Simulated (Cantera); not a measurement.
Charge: 1 mol Pb, 0.48 mol O2, 0.26 mol N2, equilibrated at 15.0 Pa.

Cantera equilibrium calculation (NASA polynomials, part measured and part estimated; ideal gas, pure solids and liquids). Candidate condensed phases: Pb, PbO, PbO2, Pb3O4; 12 gas species. Rates play no part.

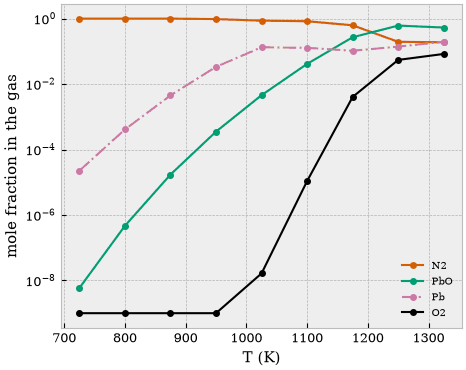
Fig. 1. Equilibrium gas composition (values under 1e-9 drawn at 1e-9)

At 725 K the condensed part is Pb(l) + PbO(red). From 800 K to 950 K the condensed part is Pb(l) + PbO(yellow). From 1025 K to 1100 K the condensed part is PbO(yellow). At 1175 K the condensed part is PbO(l). From 1250 K to 1325 K nothing is condensed. The main Pb-bearing gas is Pb at 725 K and PbO at 1325 K.
